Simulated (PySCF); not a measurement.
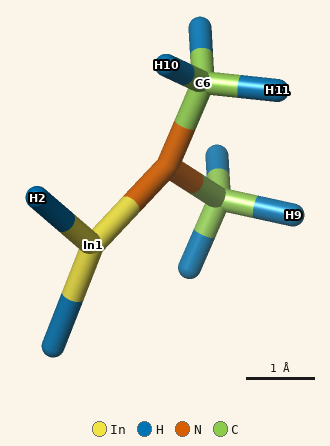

The input geometry (stick view, seen at a tilt; atoms are numbered from 1 in the order of the input). Sticks mark near contacts. Bond lengths as drawn: C–H 1.05 to 1.13 Å, C–N 1.40 to 1.50 Å, H–In 1.69 to 1.79 Å and In–N 1.94 Å.

Geometry relaxation, with input and output: C2H8InN

C2H8InN (InH2(NMe2)), SMILES [H][In]([H])[N](C)C, computed with PBE0-D3(BJ)/def2-SVP geometry optimisation, gas phase (PySCF 2.14.0).

It belongs to a series of runs on one base structure; here: one ligand: H to NMe2.

**Log**
```
step   0  E = -325.59053946  max force = 0.068063
step   1  E = -325.60915391  max force = 0.013178
step   2  E = -325.61042010  max force = 0.004664
step   3  E = -325.61071354  max force = 0.002943
step   4  E = -325.61083601  max force = 0.001921
step   5  E = -325.61103661  max force = 0.001776
step   6  E = -325.61110618  max force = 0.000926
step   7  E = -325.61113821  max force = 0.000458
step   8  E = -325.61114693  max force = 0.000643
step   9  E = -325.61114838  max force = 0.000271
optimisation converged
```

**Trajectory as extended XYZ (Å, eV, eV/Å), 9 of the 10 frames kept, from step=0 to step=9**
```
12
Properties=species:S:1:pos:R:3:forces:R:3 step=0 energy=-8859.76985
In    1.0622    1.6382   -0.0138    0.1997   2.5730   0.3357
H     2.1411    1.9177   -1.2862    0.4770  -0.0851  -0.2223
H     0.4091    2.9563    1.0067    0.3392  -0.5828  -0.1504
N    -0.0469    0.0493   -0.1321   -3.1231  -1.7828   1.9434
C    -1.0614   -0.3085    0.9170    3.4999   2.1666   1.3825
C     0.2711   -1.0779   -0.9070    1.4878  -0.8599   1.2812
H    -1.9810   -0.6501    0.5467   -1.7366  -0.6220  -0.9736
H    -1.1970    0.6293    1.5278   -0.4006  -0.7226  -0.4065
H    -0.6574   -1.0548    1.6694   -0.2574   0.2377  -0.7689
H     1.0385   -0.7697   -1.5842    0.8613  -0.2046  -1.0717
H     0.6790   -1.9036   -0.2478   -0.1114   0.2560  -0.5621
H    -0.5417   -1.5089   -1.4456   -1.2358  -0.3736  -0.7873
12
Properties=species:S:1:pos:R:3:forces:R:3 step=1 energy=-8860.27638
In    0.9865    1.8158   -0.0692   -0.0594  -0.5088  -0.2794
H     2.2442    1.9138   -1.2599   -0.1440   0.0241   0.1195
H     0.4103    2.8925    1.1317   -0.0202   0.0809   0.0266
N    -0.0782    0.0434   -0.1157    0.3199   0.2347   0.2878
C    -1.0326   -0.2506    0.9404    0.6776   0.0371  -0.4251
C     0.2857   -1.1164   -0.8985   -0.0980   0.1132   0.2213
H    -1.9537   -0.6761    0.5112   -0.2529  -0.0724   0.1036
H    -1.2820    0.6530    1.5189   -0.0803   0.0054  -0.1179
H    -0.6113   -0.9810    1.6595   -0.1658  -0.1489   0.0498
H     1.0229   -0.8819   -1.6846   -0.0851   0.1375   0.0642
H     0.7248   -1.9389   -0.2893   -0.0294   0.1119   0.0517
H    -0.6011   -1.5562   -1.3935   -0.0624  -0.0148  -0.1021
12
Properties=species:S:1:pos:R:3:forces:R:3 step=2 energy=-8860.31083
In    1.0083    1.8008   -0.0898   -0.1495  -0.1430  -0.0205
H     2.2253    1.8875   -1.3031   -0.0230  -0.0203   0.0087
H     0.4779    2.9420    1.0792   -0.0073   0.0332   0.0192
N    -0.0649    0.0553   -0.0690    0.1470  -0.1568   0.1340
C    -1.0357   -0.2861    0.9390    0.1210   0.2398  -0.0992
C     0.2875   -1.0871   -0.8680    0.0370   0.0683  -0.1776
H    -1.9577   -0.6992    0.4823   -0.0312  -0.0005   0.0437
H    -1.3166    0.5991    1.5271   -0.0696   0.0409   0.0413
H    -0.6562   -1.0465    1.6516   -0.0220  -0.0741   0.0033
H     1.0176   -0.8200   -1.6500   -0.0327  -0.0148   0.0218
H     0.7319   -1.9118   -0.2711   -0.0105   0.0072   0.0277
H    -0.6018   -1.5168   -1.3772    0.0409   0.0200  -0.0025
12
Properties=species:S:1:pos:R:3:forces:R:3 step=3 energy=-8860.31882
In    0.9952    1.7804   -0.0822   -0.0496   0.1514   0.0129
H     2.2030    1.8743   -1.2962    0.0487  -0.0032  -0.0399
H     0.4528    2.9312    1.0801    0.0186  -0.0219  -0.0170
N    -0.0496    0.0372   -0.0627    0.0766  -0.1093   0.0869
C    -1.0253   -0.2724    0.9440   -0.1161  -0.0041  -0.0206
C     0.2973   -1.0935   -0.8779   -0.0478   0.0053  -0.0691
H    -1.9618   -0.6691    0.4978    0.0155   0.0151   0.0054
H    -1.2967    0.6235    1.5236    0.0119  -0.0047   0.0197
H    -0.6735   -1.0422    1.6636    0.0097  -0.0058  -0.0072
H     1.0260   -0.8145   -1.6553    0.0050  -0.0150   0.0152
H     0.7394   -1.9236   -0.2877   -0.0042  -0.0250  -0.0057
H    -0.5912   -1.5139   -1.3962    0.0316   0.0172   0.0194
12
Properties=species:S:1:pos:R:3:forces:R:3 step=4 energy=-8860.32215
In    0.9937    1.7854   -0.0861   -0.0307   0.0848  -0.0225
H     2.2015    1.8706   -1.3068    0.0088  -0.0057  -0.0023
H     0.4558    2.9398    1.0714    0.0091  -0.0046  -0.0010
N    -0.0407    0.0332   -0.0496    0.0746  -0.0623   0.0631
C    -1.0269   -0.2757    0.9474   -0.0988  -0.0187  -0.0035
C     0.3007   -1.0919   -0.8753   -0.0458   0.0033  -0.0241
H    -1.9639   -0.6626    0.4936    0.0181   0.0176  -0.0111
H    -1.2978    0.6168    1.5336    0.0339  -0.0123   0.0068
H    -0.6865   -1.0553    1.6627    0.0119   0.0131  -0.0110
H     1.0318   -0.8106   -1.6488    0.0190  -0.0065   0.0074
H     0.7367   -1.9312   -0.2929   -0.0061  -0.0121  -0.0041
H    -0.5888   -1.5015   -1.3982    0.0060   0.0034   0.0024
12
Properties=species:S:1:pos:R:3:forces:R:3 step=6 energy=-8860.32950
In    0.9729    1.8035   -0.1011    0.0050  -0.0401  -0.0331
H     2.1745    1.8675   -1.3328   -0.0140   0.0071   0.0165
H     0.4394    2.9667    1.0455   -0.0077   0.0054   0.0108
N     0.0054    0.0116   -0.0022    0.0168   0.0476  -0.0195
C    -1.0220   -0.2837    0.9568   -0.0118  -0.0302   0.0151
C     0.3123   -1.0945   -0.8662   -0.0014  -0.0099   0.0465
H    -1.9670   -0.6032    0.4690    0.0026   0.0100  -0.0081
H    -1.2563    0.5958    1.5769    0.0191  -0.0044   0.0010
H    -0.7340   -1.1072    1.6448    0.0031   0.0072  -0.0080
H     1.0734   -0.8192   -1.6122    0.0139   0.0034   0.0001
H     0.6992   -1.9733   -0.3075   -0.0085   0.0073   0.0025
H    -0.5823   -1.4466   -1.4200   -0.0173  -0.0035  -0.0238
12
Properties=species:S:1:pos:R:3:forces:R:3 step=7 energy=-8860.33037
In    0.9664    1.8065   -0.1066    0.0108  -0.0176  -0.0145
H     2.1654    1.8774   -1.3388   -0.0046   0.0056   0.0066
H     0.4292    2.9685    1.0409   -0.0049  -0.0026   0.0034
N     0.0163    0.0076    0.0053   -0.0226   0.0219  -0.0130
C    -1.0188   -0.2848    0.9576    0.0235  -0.0025   0.0120
C     0.3137   -1.0973   -0.8630    0.0135  -0.0079   0.0152
H    -1.9684   -0.5787    0.4634   -0.0061   0.0037   0.0015
H    -1.2346    0.5883    1.5930    0.0001  -0.0009  -0.0005
H    -0.7435   -1.1234    1.6316   -0.0041  -0.0047  -0.0047
H     1.0914   -0.8308   -1.5955    0.0021  -0.0006   0.0009
H     0.6771   -1.9856   -0.3041   -0.0072   0.0029   0.0028
H    -0.5790   -1.4305   -1.4328   -0.0006   0.0028  -0.0098
12
Properties=species:S:1:pos:R:3:forces:R:3 step=8 energy=-8860.33061
In    0.9646    1.8070   -0.1100    0.0082  -0.0026  -0.0034
H     2.1629    1.8858   -1.3411    0.0019   0.0022  -0.0009
H     0.4232    2.9648    1.0402   -0.0031  -0.0008   0.0026
N     0.0182    0.0073    0.0047   -0.0331   0.0002   0.0023
C    -1.0171   -0.2842    0.9577    0.0310   0.0096   0.0014
C     0.3138   -1.0990   -0.8621    0.0106  -0.0047  -0.0027
H    -1.9710   -0.5658    0.4644   -0.0064   0.0003   0.0027
H    -1.2226    0.5853    1.6012   -0.0053   0.0019  -0.0008
H    -0.7460   -1.1304    1.6235   -0.0034  -0.0064  -0.0034
H     1.1018   -0.8391   -1.5861   -0.0026  -0.0014   0.0023
H     0.6632   -1.9903   -0.2993   -0.0040  -0.0014   0.0008
H    -0.5756   -1.4241   -1.4422    0.0062   0.0031  -0.0009
12
Properties=species:S:1:pos:R:3:forces:R:3 step=9 energy=-8860.33065
In    0.9651    1.8063   -0.1113    0.0026   0.0046   0.0025
H     2.1640    1.8902   -1.3412    0.0021  -0.0003  -0.0013
H     0.4202    2.9607    1.0415    0.0005  -0.0018  -0.0014
N     0.0161    0.0080    0.0016   -0.0139  -0.0052   0.0026
C    -1.0163   -0.2827    0.9574    0.0133   0.0064  -0.0004
C     0.3132   -1.1002   -0.8623    0.0040   0.0006  -0.0070
H    -1.9733   -0.5600    0.4675   -0.0037  -0.0008   0.0014
H    -1.2170    0.5857    1.6039   -0.0038   0.0009  -0.0002
H    -0.7454   -1.1320    1.6194   -0.0020  -0.0030  -0.0002
H     1.1066   -0.8438   -1.5815   -0.0015  -0.0013   0.0014
H     0.6556   -1.9919   -0.2959   -0.0013  -0.0016   0.0003
H    -0.5733   -1.4230   -1.4482    0.0038   0.0016   0.0022
```

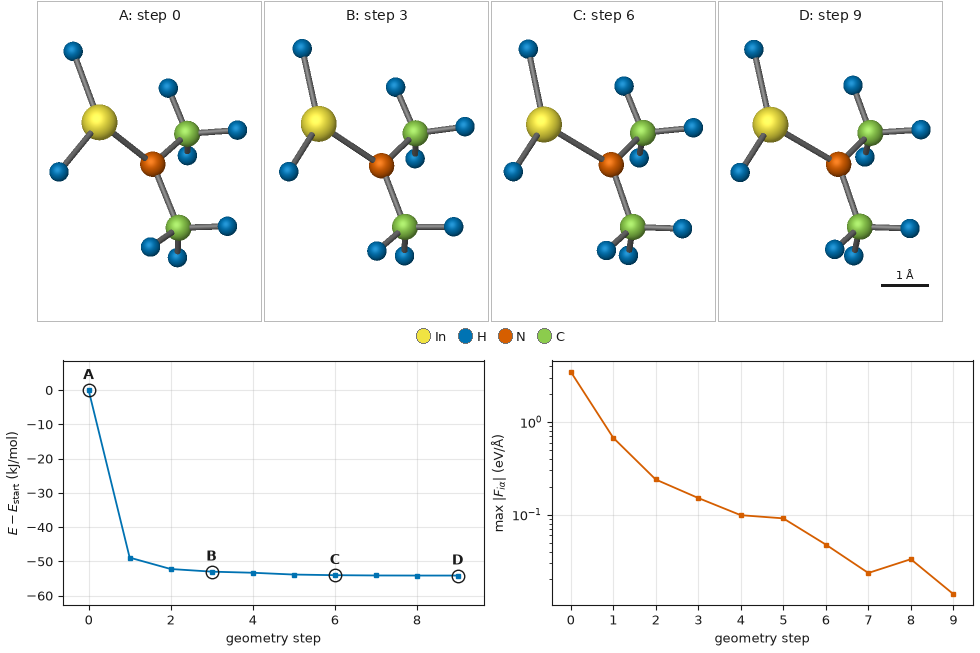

Frames of the relaxation (ball-and-stick view, seen at a tilt) above the curves, on which the letters mark them (steps are counted from 0).

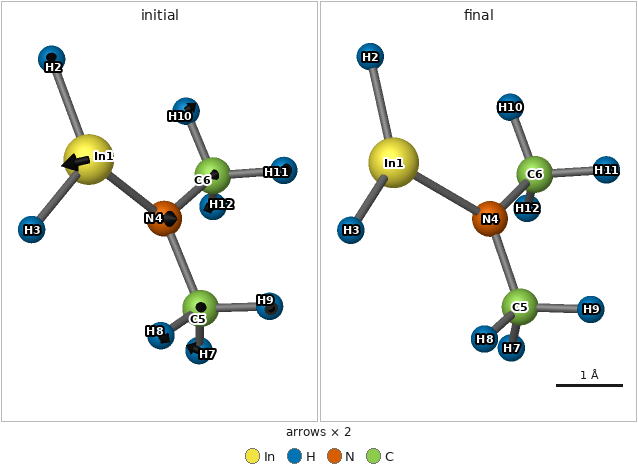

Before (left) and after (right) the relaxation, at one scale (ball-and-stick view, seen at a tilt). The black arrows give the displacements, magnified 2 times. The energy falls by 54.1 kJ/mol in 9 geometry steps. Largest force component: 3.5 eV/Å at the start, 0.014 eV/Å at the end. The atom that moves furthest after the best rigid fit is In1 (0.23 Å). Largest moves by element: In 0.23 Å, N 0.15 Å, H 0.12 Å, C 0.07 Å. Distances before and after: In1–N4 1.941 → 2.036 Å, In1–H3 1.790 → 1.720 Å, N4–C5 1.503 → 1.437 Å, C5–H7 1.049 → 1.110 Å. Among the angles that change: H2–In1–H3 122.7° → 131.9°, N4–C5–H8 105.2° → 111.2°, N4–C6–H10 106.3° → 111.2°. (Atoms are counted from 1 in the order of the input.)

This output came from the following input.

**Input file**
```
{"job": {"xc": "PBE0", "basis": "def2-SVP", "d3": "d3bj", "grid": 1, "maxiter": 30, "shake": 0.03, "kind": "geom"}, "charge": 0, "multiplicity": 1}
In     1.062210     1.638230    -0.013780
H      2.141100     1.917670    -1.286170
H      0.409090     2.956320     1.006650
N     -0.046920     0.049290    -0.132090
C     -1.061420    -0.308530     0.917030
C      0.271130    -1.077900    -0.907000
H     -1.981020    -0.650070     0.546750
H     -1.197030     0.629300     1.527810
H     -0.657410    -1.054810     1.669360
H      1.038490    -0.769740    -1.584170
H      0.678990    -1.903630    -0.247770
H     -0.541740    -1.508880    -1.445630
```

The first line tells a small driver script what to run in PySCF; the rest is the geometry in Å.

Launched with:
```bash
OMP_NUM_THREADS=1 python <driver script> task.json out
```

**Key numbers**

- outcome: converged
- total energy: −325.611148 hartree
- dipole moment: 0.16 D
- point group: C2v
- hardware: 1 CPU thread, shared host
- wall time: 42 s
- peak memory: 0.43 GiB
